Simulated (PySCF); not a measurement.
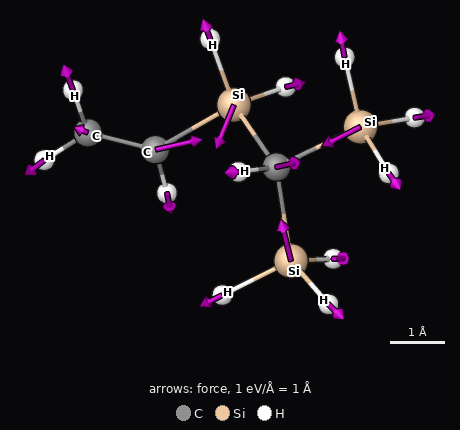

Starting geometry of C₃H₁₂Si₃ with the computed forces as purple arrows. The picture is a ball-and-stick view, seen from a free direction.

The start comes from GFN2-xTB.

These are results of PBE0-D3(BJ)/def2-SVP geometry optimisation, gas phase (PySCF), not measurements. 

Question: Is this structure relaxed? If not, where do the atoms go?

Answer: It isn't relaxed: the largest force vector, on C atoms, is 0.96 eV/Å. The final displacements have little in common with the starting forces (cosine between the two patterns 0.10). The largest move after the best rigid fit is that of an H atom, 0.25 Å. By element the largest moves are H 0.25 Å, C 0.13 Å, Si 0.11 Å. Near-neighbour distances that change, for instance: H–Si 1.465 → 1.496 Å, C–Si 1.903 → 1.884 Å, C–H 1.080 → 1.096 Å, C–C 1.323 → 1.338 Å. Bond angles that change, for instance: Si–C–H 116.7° → 119.0°, C–Si–H 110.1° → 107.9°, C–C–Si 125.3° → 123.1°. Over 9 geometry steps the energy falls by 2.59 kcal/mol.
